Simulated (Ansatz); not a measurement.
Cl$_{4}$H$_{4}$OPTa

```xyz
11

Ta    0.0640   -0.0940    0.1396
O     1.6827   -1.0921    0.2347
H     2.2546   -1.5085    0.9021
Cl   -0.1275   -0.5282    2.4800
Cl    0.7722    0.9024   -1.8790
Cl   -1.6020    1.5802    0.4500
Cl   -1.3417   -1.7182   -0.7154
P     1.5388    2.0519    1.1092
H     1.2451    2.5416    2.4184
H     1.4641    3.2727    0.3739
H     2.9639    1.9606    1.2271
```

Core potentials replace the inner electrons of Ta.

These are results of RKS PBE/def2-SVP (Ansatz 0.2.0), not measurements.

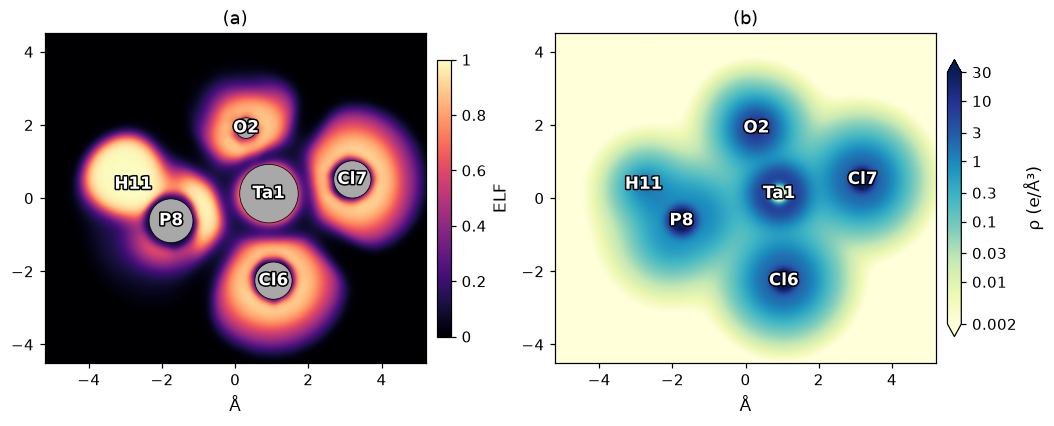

Figure 1. (a) ELF; (b) electron density on the plane of atoms Cl6, Ta1 and Cl7. Grey discs cover the atomic cores in the ELF map.

### Describe what can be read from this map.

Atoms in the plane: Ta, O, Cl, P and H.
Ta–O (1.90 Å): ρ at the midpoint is about 1 e/Å³; the ELF peaks at about 0.85 in the valence shell of O, 0.5 Å from its nucleus, and drops to about 0.25 between the two atoms.
Ta–Cl (2.31 Å): ρ is about 0.65 e/Å³ halfway; the ELF peaks at about 0.85 in the valence shell of Cl, 0.8 Å from its nucleus, and is about 0.35 at the midpoint.
Ta–P (2.78 Å): ρ is about 0.32 e/Å³ halfway; the ELF peaks at about 1 in the valence shell of P, 1.0 Å from its nucleus, and is about 0.50 at the midpoint.
Ta–Cl (2.38 Å): ρ is about 0.56 e/Å³ halfway; the ELF peaks at about 0.85 in the valence shell of Cl, 0.8 Å from its nucleus, and is about 0.35 at the midpoint.
P–H (1.43 Å): the density is about 1.1 e/Å³ at the midpoint; the ELF climbs to about 1 towards the hydrogen, as it does in any bond to H.

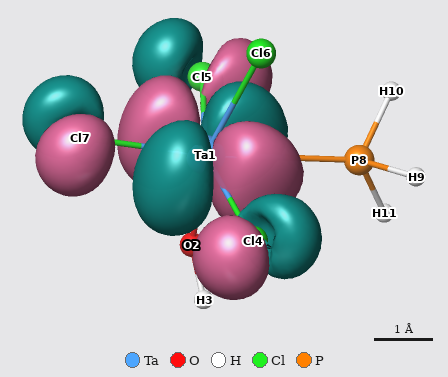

Figure 2. The LUMO at ±0.1 Å⁻³ᐟ² (teal and pink are the two phases), seen at a tilt.

### What is the character of this orbital?

By Hirshfeld shares it lies mainly on Ta1 (about 60 %), Cl5 (about 10 %), Cl4 (about 10 %) and Cl7 (about 10 %). Its energy is −3.71 eV.

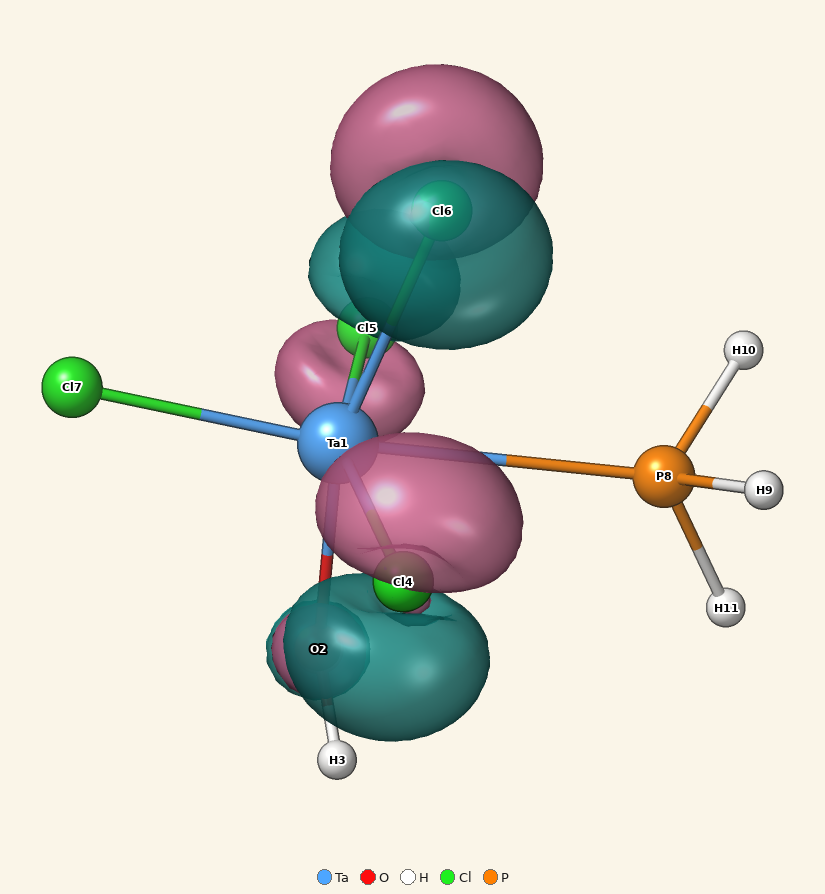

Figure 3. The HOMO at ±0.15 Å⁻³ᐟ² (teal and pink are the two phases), seen across its widest extent.

### Describe this orbital and give its energy.

Its weight (Hirshfeld) is mainly on Cl6 (about 40 %), Cl4 (about 35 %) and Cl5 (about 15 %); largely a combination of lone pairs on Cl6, Cl4 and Cl5. Its energy is −6.92 eV.
